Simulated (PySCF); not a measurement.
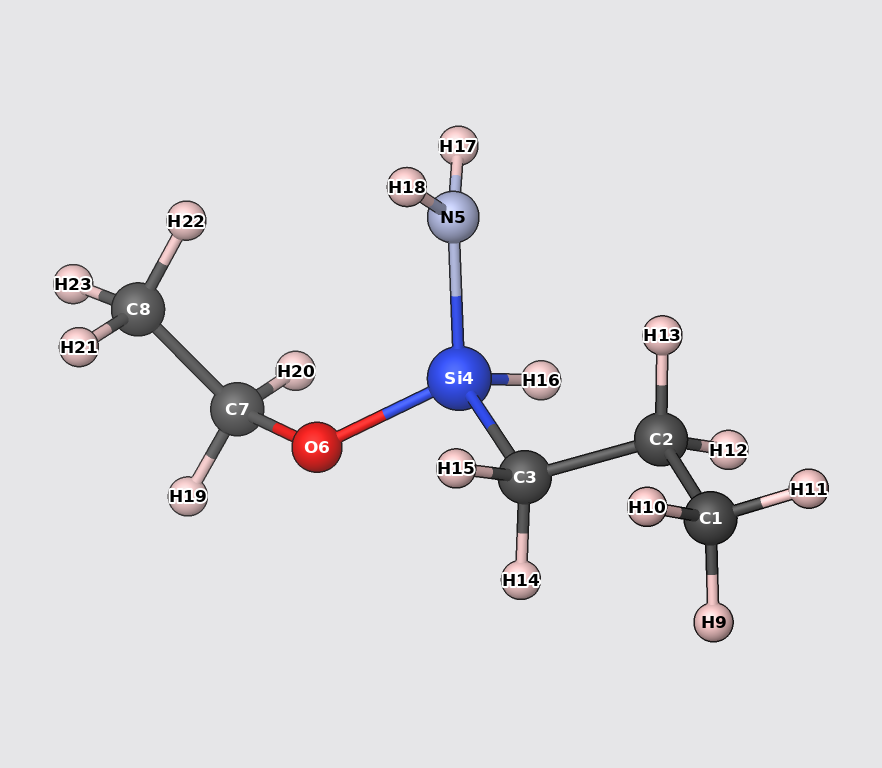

Computed geometry: PBE0-D3(BJ)/def2-SVP optimisation. No frequency run is at hand to confirm it as a minimum. Properties computed with delta-SCF UKS SCAN, pcX-2 on the ionised atom, pcseg-1 elsewhere, spin-free X2C (PySCF 2.14.0).

Give the core-electron binding energies (to vacuum; p and d levels without spin–orbit splitting) of C1 1s, C2 1s, C3 1s, Si4 1s, Si4 2p, N5 1s, O6 1s, C7 1s, C8 1s.

```
atom  level  binding energy (eV)
  C1     1s                290.3
  C2     1s                290.4
  C3     1s                289.8
 Si4     1s               1846.7
 Si4     2p                106.9
  N5     1s                404.4
  O6     1s                537.3
  C7     1s                292.0
  C8     1s                290.5
```
